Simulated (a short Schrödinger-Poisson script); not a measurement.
System: gated In0.52Al0.48As/In0.53Ga0.47As δ-doped gas in a quantum well, at 300 K.

| layer | material | thickness (nm) | Na (cm⁻³) |
|---|---|---|---|
| 1 | In0.52Al0.48As | 8 | - |
| 2 | In0.52Al0.48As | 10 | - |
| 3 | In0.53Ga0.47As | 10 | - |
| 4 | In0.52Al0.48As | 4000 | 2e14 |

Constants are typed, rounded textbook-type inputs, not results; the design itself was drawn at random and stands for no fabricated device. In0.52Al0.48As: permittivity 12.5, conduction-band edge (eV) 0.52, gap (eV) 1.45, electron mass (mₑ) 0.075, Nv at 300 K (cm⁻³) 1.1e19. In0.53Ga0.47As: permittivity 13.9, conduction-band edge (eV) 0, gap (eV) 0.74, Nv at 300 K (cm⁻³) 7.7e18.

Channel valleys (confinement mass, in-plane density-of-states mass, number): Γ 0.041, 0.041, 1. At the gate the conduction-band edge of layer 1 lies 0.85 eV − eVg above the Fermi level of the channel; the field vanishes at the back. Sheet of ionised δ-doping: +2e12 e/cm² at 8 nm from the gate. The barrier under the gate holds no holes. Gaps are held at their typed values at every temperature. Mesh 0.08 nm at interfaces.

Solved with a short Schrödinger-Poisson script written for these runs: 1D Poisson equation in equilibrium, electrons quantum, Hartree (BenDaniel-Duke, 40 states a valley, the channel's in-plane mass for all, wave functions free to enter the barrier), parabolic valleys, classical holes, full ionisation, no traps, pinning or gate leakage.

Only gate voltages with over 1e8 electrons/cm² are shown.

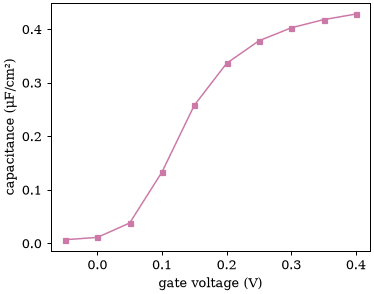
Figure. Quasi-static capacitance against gate voltage

```
Vg (V)  electrons (cm⁻²)  in the channel layer  C (μF/cm²)  Γ E0 (meV)  Γ E1 (meV)
------  ----------------  --------------------  ----------  ----------  ----------
0.4              6.75e11               6.58e11       0.428       -32.7       115.2
0.35             5.43e11               5.30e11       0.418       -22.5       125.9
0.3              4.15e11               4.05e11       0.403       -11.2       137.6
0.25             2.94e11               2.87e11       0.378         1.7       151.0
0.2              1.82e11               1.78e11       0.336        17.6       167.4
0.15             8.90e10               8.69e10       0.258        38.9       189.2
0.1              2.86e10               2.79e10       0.133        70.1       220.6
0.05              5.66e9                5.53e9      0.0381       112.6       263.3
0                 8.90e8                8.69e8      0.0112       160.6       311.3
-0.05             1.33e8                1.30e8     0.00693       209.8       360.4
```

Subbands count from the Fermi level.
